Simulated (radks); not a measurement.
## Atomic calculation for Tb

- system: Tb, configuration [Xe] 4f9 6s2.
- method: scalar-relativistic Kohn-Sham, PBEsol, spin-polarised, spherical densities, finite nucleus (radks)

## Outcome

| quantity | value |
| --- | --- |
| outcome | converged |
| total energy | −11704.2371 hartree |
| kinetic energy | 12594.3546 hartree |
| electron–nucleus energy | −28608.2251 hartree |
| Hartree energy | 4561.7683 hartree |
| exchange–correlation energy | −252.134960 hartree |
| radius at density 0.001 e/bohr³ | 5.18 bohr |
| SCF iterations | 15 |
| hardware | 1 thread of Arm Neoverse V1, 23 GiB of memory available, shared host |

## What is odd here

A numerical setting was moved from its usual value: mesh end rmax = 8. The program ran to the end. Its total energy differs from that of the same run with the usual input (−11704.25467 hartree) by +0.018 hartree, so this setting spoils the energy.

## Input
```
Z 65
configuration [Xe] 4f9 6s2
relativity scalar-relativistic
functional pbe_sol,pbe_sol
spin polarised
nucleus finite rms 5.06 fm
c 137.035999084
mesh_end 8
max_iterations 56
```

Energies in input and log are in hartree, lengths in bohr (the nuclear radius in fm).

Launched within a batch (the task file carries these settings):
```bash
python <driver script> task.json out
```

## The program's output
```
1s      1   1.0000       -1904.69253086
2s      1   1.0000        -315.72605617
2p      1   3.0000        -280.61384935
3s      1   1.0000         -70.01703073
3p      1   3.0000         -59.18587753
3d      1   5.0000         -45.04930529
4s      1   1.0000         -13.89232144
4p      1   3.0000         -10.32526027
4d      1   5.0000          -5.42801735
4f      1   7.0000          -0.13998146
5s      1   1.0000          -1.75450347
5p      1   3.0000          -0.91359608
6s      1   1.0000          -0.11734790
1s      2   1.0000       -1904.69250068
2s      2   1.0000        -315.72414200
2p      2   3.0000        -280.61248305
3s      2   1.0000         -69.94771920
3p      2   3.0000         -59.11691448
3d      2   5.0000         -44.99621564
4s      2   1.0000         -13.73784080
4p      2   3.0000         -10.17214812
4d      2   5.0000          -5.27676148
4f      2   2.0000          -0.01016479
5s      2   1.0000          -1.67481854
5p      2   3.0000          -0.85585694
6s      2   1.0000          -0.11144079
Etot -11704.237137356171
Ekin 12594.354633125584
Encl -28608.225086979426
Eh 4561.76827635598
Exc -252.13495985830937
err 1.988688159280324e-09
it 15
```

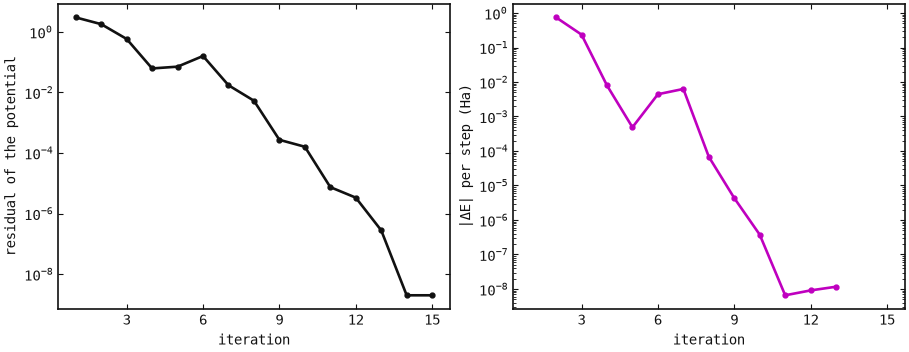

*Convergence: residual of the potential and change of the energy from step to step (the smallest changes aren't drawn) against the iteration.*

The residual comes down, with one marked jump up, by a factor of about 2, at step 6. It goes from 3.0 to 2.0×10⁻⁹ in 15 steps.

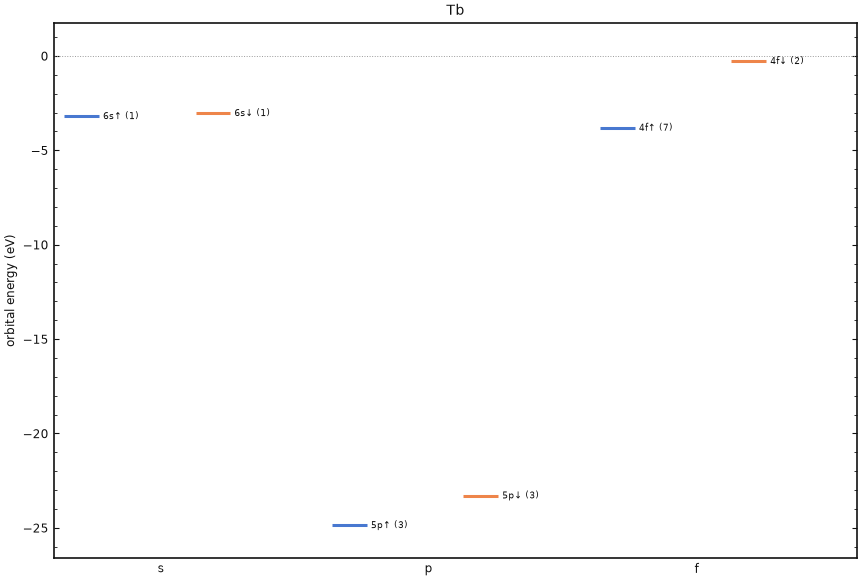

*The outer levels are drawn by angular momentum (occupations in brackets, up spins at the left of each column and down spins at the right). They are the filled levels of this odd run.*

The highest occupied level is 4f down at −0.277 eV. From the top down the occupied levels run 4f down (−0.277 eV), 6s down (−3.03 eV), 6s up (−3.19 eV), 4f up (−3.81 eV), 5p down (−23.3 eV), 5p up (−24.9 eV).
